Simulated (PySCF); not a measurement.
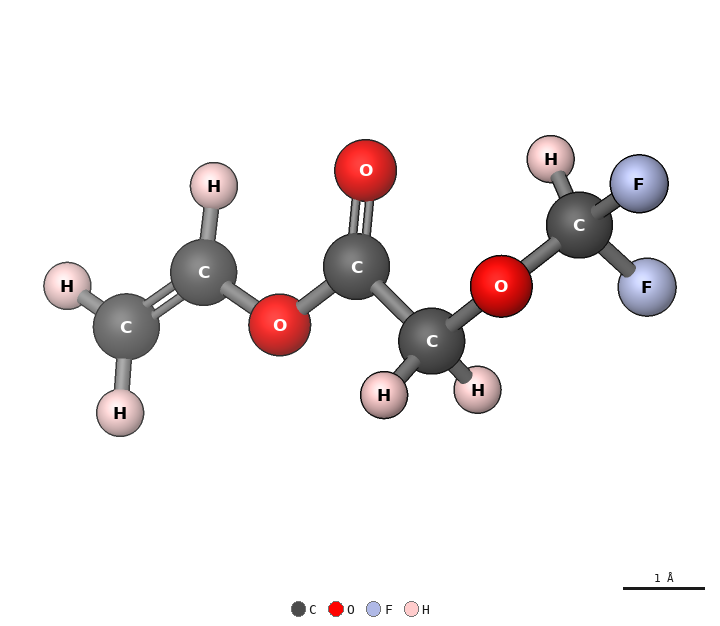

Atoms fade into the background with distance from the viewer. The computed structure is the end point of a GFN2-xTB optimisation. No frequency run is at hand to confirm it as a minimum. Masses are those of the most abundant isotopes; constants are for the rigid equilibrium geometry.

**Classify the rotor and give the rotational constants (GHz).**

An asymmetric top (C1): A = 4.32, B = 0.533, C = 0.520 GHz. Ray's parameter κ is −0.99, close to the prolate limit.
